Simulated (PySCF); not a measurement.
Molecule: SMILES S[SH2+] (charge +1). Atoms near the plane z = 1.0 Å, at the B3LYP/def2-SVP optimised geometry (x, y, z in Å): S1 (-1.0, -1.1, 2.0), S2 (-0.6, -0.7, 0.0), H3 (-1.9, -2.1, 1.7), H4 (0.7, -0.7, 0.0), H5 (-0.7, 0.7, 0.0).

Computed with PySCF with B3LYP/def2-TZVP. The values are rescaled to run from 0 to 1.

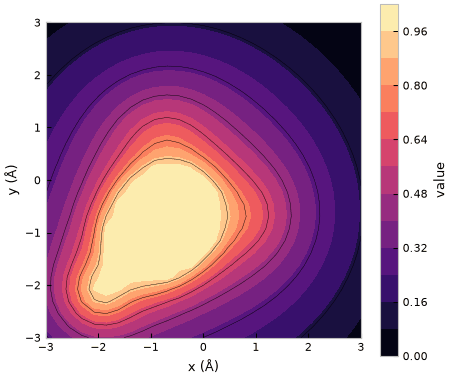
*a field on the plane z = 1.0 Å.*

### Question
Which quantity is mapped?
(A) electrostatic potential
(B) electron localisation function
(C) an orbital amplitude
(D) Laplacian of the electron density

### Answer
A, electrostatic potential. In full: electrostatic potential (hartree/e), clipped to [0.10, 0.38].
